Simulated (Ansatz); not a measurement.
# Strength of the C–C bond: C5H10O2 → C4H9 + CHO2

Species: C5H10O2 (2-methylbutanoic acid) `CCC(C)C(=O)O`, singlet; C4H9 (2-butyl radical) `C[CH]CC`, doublet; CHO2 `O=[C]O`, doublet. 

Shapes, held fixed at every level: PBE0-D4/def2-TZVP. Flexible molecules stand in one conformer, not always the lowest. Programs: Ansatz 0.2.0. Electronic energies: no zero-point or thermal term.

```csv
level,kind,ΔE (kJ/mol),less CCSD(T)/CBS estimate
HF/def2-TZVPP,Hartree–Fock,+292.0,-120.7
PBE-D4/def2-TZVPP,GGA,+383.1,-29.6
r2SCAN0-D4/def2-TZVPP,global hybrid,+375.6,-37.1
wB97M-V/def2-TZVPP,range-separated hybrid,+409.0,-3.7
CCSD(T)/def2-SVP,coupled cluster or CI,+403.4,-9.3
CCSD(T)/def2-TZVPP,coupled cluster or CI,+404.4,-8.3
CCSD(T)/CBS estimate,coupled cluster or CI,+412.7,0.0
```

The highest level, CCSD(T)/CBS estimate, gives ΔE = +412.7 kJ/mol; the levels span +292.0 to +412.7. The column of differences is taken from that level and isn't an error. Hartree–Fock misses the correlation of the pair that is broken and comes out low. No measured value is set beside it here. Open shells run unrestricted. The CBS estimate extrapolates MP2 from def2-TZVPP and def2-QZVPP and adds CCSD(T) − MP2 in the triple-zeta set, cores frozen. CCSD(T)/CBS estimate lies outside the range of all other levels here, so it shouldn't be taken on trust.

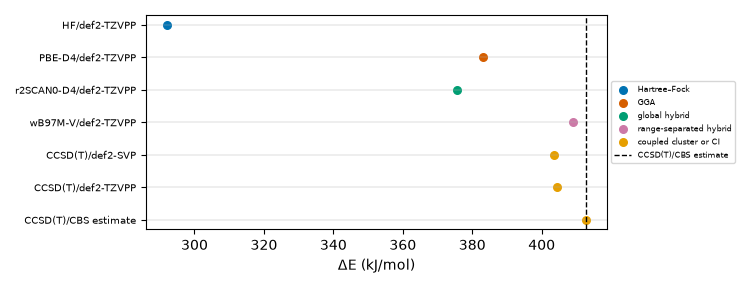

The values of the table, level by level.
